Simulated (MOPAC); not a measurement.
# Frequency calculation of MgNH2F (part 2 of 2)

Continued. System: MgNH2F. Method: AM1, closed shell (MOPAC 23.2.5). The geometry was optimised with AM1.

Geometry of the input (Å):
```
N  -0.5634  0.6310  -0.2155
Mg 0.6716  -0.7515  0.2496
F  1.7911  -2.0071  0.6715
H  -0.5379  1.5450  0.1447
H  -1.3093  0.5226  -0.8460
```

Output, continued
```
 VIBRATION          9    4A1         ATOM PAIR     ENERGY CONTRIBUTION    RADIAL
 FREQUENCY          3608.47         N 1 -- H 5         +49.9% ( 69.3%)     98.2%
 TRANSITION DIPOLE   0.3236         N 1 -- H 4         +49.9% ( 69.3%)     98.2%
 TRAVEL (Ang.)       0.1960         N 1 -- Mg2          +0.3% (  5.1%)    100.0%
 REDUCED MASS        0.4864
 EFFECTIVE MASS      1.2169
 FORCE CONSTANT      3.7318

      SYMMETRY NUMBER FOR POINT-GROUP C2v =  2

          SYSTEM IS A GROUND STATE

 FH2MgN

          MOLECULE IS NOT LINEAR

          THERE ARE  9 GENUINE VIBRATIONS IN THIS SYSTEM
          THIS THERMODYNAMICS CALCULATION IS LIMITED TO
          MOLECULES WHICH HAVE NO INTERNAL ROTATIONS

                    CALCULATED THERMODYNAMIC PROPERTIES
                                          *
   TEMP. (K)   PARTITION FUNCTION   H.O.F.    ENTHALPY  HEAT CAPACITY ENTROPY
                                   KCAL/MOL   CAL/MOLE    CAL/K/MOL  CAL/K/MOL

 298.00  VIB.     0.7557D+01                  1316.5790     7.9306     8.4371
         ROT.     0.5318D+04                   888.2803     2.9808    20.0289
         INT.     0.4019D+05                  2204.8593    10.9114    28.4660
         TRA.     0.4418D+27                  1480.4672     4.9680    38.1594
         TOT.                      -78.568    3685.3265    15.8794    66.6254

 200.00  VIB.     0.3550D+01                   632.2602     5.9226     5.6792
         ROT.     0.2924D+04                   596.1613     2.9808    18.8402
         INT.     0.1038D+05                  1228.4215     8.9034    24.5194
         TRA.     0.2429D+27                   993.6021     4.9680    36.1783
         TOT.                      -80.031    2222.0236    13.8714    60.6977

 210.00  VIB.     0.3843D+01                   692.6665     6.1577     5.9739
         ROT.     0.3146D+04                   625.9693     2.9808    18.9856
         INT.     0.1209D+05                  1318.6359     9.1385    24.9595
         TRA.     0.2613D+27                  1043.2822     4.9680    36.4207
         TOT.                      -79.891    2361.9181    14.1065    61.3802

 220.00  VIB.     0.4158D+01                   755.3935     6.3866     6.2657
         ROT.     0.3374D+04                   655.7774     2.9808    19.1243
         INT.     0.1403D+05                  1411.1709     9.3674    25.3899
         TRA.     0.2802D+27                  1092.9623     4.9680    36.6518
         TOT.                      -79.749    2504.1332    14.3354    62.0417

 230.00  VIB.     0.4497D+01                   820.3764     6.6088     6.5545
         ROT.     0.3606D+04                   685.5855     2.9808    19.2568
         INT.     0.1622D+05                  1505.9619     9.5896    25.8113
         TRA.     0.2995D+27                  1142.6424     4.9680    36.8726
         TOT.                      -79.605    2648.6043    14.5576    62.6839

 240.00  VIB.     0.4861D+01                   887.5463     6.8240     6.8403
         ROT.     0.3844D+04                   715.3935     2.9808    19.3836
         INT.     0.1868D+05                  1602.9399     9.8048    26.2240
         TRA.     0.3193D+27                  1192.3226     4.9680    37.0841
         TOT.                      -79.458    2795.2624    14.7728    63.3080

 250.00  VIB.     0.5251D+01                   956.8320     7.0319     7.1231
         ROT.     0.4087D+04                   745.2016     2.9808    19.5053
         INT.     0.2146D+05                  1702.0336    10.0127    26.6285
         TRA.     0.3395D+27                  1242.0027     4.9680    37.2869
         TOT.                      -79.309    2944.0363    14.9808    63.9153

 260.00  VIB.     0.5671D+01                  1028.1610     7.2326     7.4029
         ROT.     0.4334D+04                   775.0097     2.9808    19.6222
         INT.     0.2458D+05                  1803.1706    10.2134    27.0251
         TRA.     0.3600D+27                  1291.6828     4.9680    37.4817
         TOT.                      -79.158    3094.8534    15.1814    64.5068

 270.00  VIB.     0.6120D+01                  1101.4606     7.4261     7.6795
         ROT.     0.4587D+04                   804.8177     2.9808    19.7347
         INT.     0.2807D+05                  1906.2783    10.4069    27.4142
         TRA.     0.3810D+27                  1341.3629     4.9680    37.6692
         TOT.                      -79.006    3247.6412    15.3749    65.0834

 280.00  VIB.     0.6602D+01                  1176.6592     7.6125     7.9529
         ROT.     0.4844D+04                   834.6258     2.9808    19.8431
         INT.     0.3198D+05                  2011.2850    10.5933    27.7961
         TRA.     0.4023D+27                  1391.0430     4.9680    37.8499
         TOT.                      -78.851    3402.3280    15.5613    65.6460

 290.00  VIB.     0.7118D+01                  1253.6865     7.7919     8.2232
         ROT.     0.5106D+04                   864.4339     2.9808    19.9477
         INT.     0.3634D+05                  2118.1204    10.7727    28.1710
         TRA.     0.4241D+27                  1440.7231     4.9680    38.0242
         TOT.                      -78.694    3558.8434    15.7407    66.1952

 300.00  VIB.     0.7671D+01                  1332.4742     7.9646     8.4903
         ROT.     0.5372D+04                   894.2419     2.9808    20.0488
         INT.     0.4121D+05                  2226.7161    10.9454    28.5391
         TRA.     0.4462D+27                  1490.4032     4.9680    38.1926
         TOT.                      -78.536    3717.1193    15.9134    66.7317

 310.00  VIB.     0.8262D+01                  1412.9561     8.1308     8.7542
         ROT.     0.5643D+04                   924.0500     2.9808    20.1465
         INT.     0.4662D+05                  2337.0061    11.1116    28.9007
         TRA.     0.4687D+27                  1540.0833     4.9680    38.3555
         TOT.                      -78.376    3877.0894    16.0796    67.2563

 320.00  VIB.     0.8894D+01                  1495.0688     8.2907     9.0149
         ROT.     0.5918D+04                   953.8580     2.9808    20.2412
         INT.     0.5263D+05                  2448.9268    11.2715    29.2560
         TRA.     0.4916D+27                  1589.7634     4.9680    38.5133
         TOT.                      -78.215    4038.6902    16.2396    67.7693

 330.00  VIB.     0.9570D+01                  1578.7511     8.4448     9.2724
         ROT.     0.6198D+04                   983.6661     2.9808    20.3329
         INT.     0.5931D+05                  2562.4172    11.4256    29.6053
         TRA.     0.5148D+27                  1639.4435     4.9680    38.6661
         TOT.                      -78.051    4201.8607    16.3936    68.2714

 340.00  VIB.     0.1029D+02                  1663.9449     8.5931     9.5267
         ROT.     0.6481D+04                  1013.4742     2.9808    20.4219
         INT.     0.6670D+05                  2677.4191    11.5739    29.9486
         TRA.     0.5384D+27                  1689.1236     4.9680    38.8145
         TOT.                      -77.887    4366.5427    16.5419    68.7630

 350.00  VIB.     0.1106D+02                  1750.5944     8.7360     9.7778
         ROT.     0.6769D+04                  1043.2822     2.9808    20.5083
         INT.     0.7488D+05                  2793.8767    11.7168    30.2861
         TRA.     0.5623D+27                  1738.8037     4.9680    38.9585
         TOT.                      -77.721    4532.6804    16.6848    69.2446

 360.00  VIB.     0.1188D+02                  1838.6468     8.8737    10.0259
         ROT.     0.7062D+04                  1073.0903     2.9808    20.5923
         INT.     0.8391D+05                  2911.7371    11.8545    30.6181
         TRA.     0.5866D+27                  1788.4838     4.9680    39.0984
         TOT.                      -77.553    4700.2209    16.8225    69.7166

 370.00  VIB.     0.1276D+02                  1928.0516     9.0065    10.2708
         ROT.     0.7358D+04                  1102.8984     2.9808    20.6739
         INT.     0.9388D+05                  3030.9500    11.9873    30.9448
         TRA.     0.6112D+27                  1838.1639     4.9680    39.2345
         TOT.                      -77.384    4869.1139    16.9553    70.1793

 380.00  VIB.     0.1369D+02                  2018.7609     9.1346    10.5127
         ROT.     0.7658D+04                  1132.7064     2.9808    20.7534
         INT.     0.1049D+06                  3151.4673    12.1154    31.2662
         TRA.     0.6361D+27                  1887.8440     4.9680    39.3670
         TOT.                      -77.214    5039.3114    17.0834    70.6332

 390.00  VIB.     0.1469D+02                  2110.7293     9.2583    10.7516
         ROT.     0.7962D+04                  1162.5145     2.9808    20.8309
         INT.     0.1169D+06                  3273.2437    12.2391    31.5825
         TRA.     0.6614D+27                  1937.5242     4.9680    39.4961
         TOT.                      -77.043    5210.7679    17.2071    71.0786

 400.00  VIB.     0.1574D+02                  2203.9134     9.3778    10.9875
         ROT.     0.8271D+04                  1192.3226     2.9808    20.9063
         INT.     0.1302D+06                  3396.2360    12.3586    31.8939
         TRA.     0.6870D+27                  1987.2043     4.9680    39.6219
         TOT.                      -76.870    5383.4403    17.3266    71.5157

   *: NOTE: HEATS OF FORMATION ARE RELATIVE TO THE
            ELEMENTS IN THEIR STANDARD STATE AT 298K
              (=  Standard Enthalpy of Formation).

            Hvib:  Zero-point energy is not included.
                   frequencies of less than zero cm-1 are not included.
            Hrot = (3/2)RT
            Htra = (3/2)RT + pV = (5/2)RT

            Heat capacity is Cp, not Cv

           FORCE CONSTANT IN CARTESIAN COORDINATES (Millidynes/A)

    ATOM   CHEMICAL       X               Y               Z
   NUMBER   SYMBOL  FORCE CONSTANT  FORCE CONSTANT  FORCE CONSTANT

      1       N        8.031893        6.019726        3.429483
      2      Mg        6.775687        0.213415        0.175971
      3       F        3.996260        0.032443        0.033710
      4       H        2.779769        3.417486        1.894616
      5       H        2.783593        3.413818        1.894459

 *                    *
 * JOB ENDED NORMALLY *
 *                    *

 TOTAL JOB TIME:             0.05 SECONDS

 == MOPAC DONE ==
```

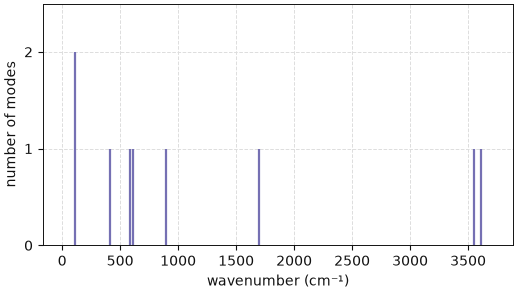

Fig. 1: Harmonic vibrational wavenumbers from the force constants; neighbouring modes closer than 16 cm⁻¹ are counted in one stick. 9 modes from 105 to 3608 cm⁻¹, none imaginary.

Summary

```csv
quantity,value
outcome,converged
heat of formation,−78.57 kcal/mol
basis functions,14
zero-point energy,0.026395 hartree
"wavenumbers, lowest and highest",105 and 3608 cm⁻¹
peak memory,0.071 GiB
```

Notes

MOPAC's energies along a path are heats of formation.
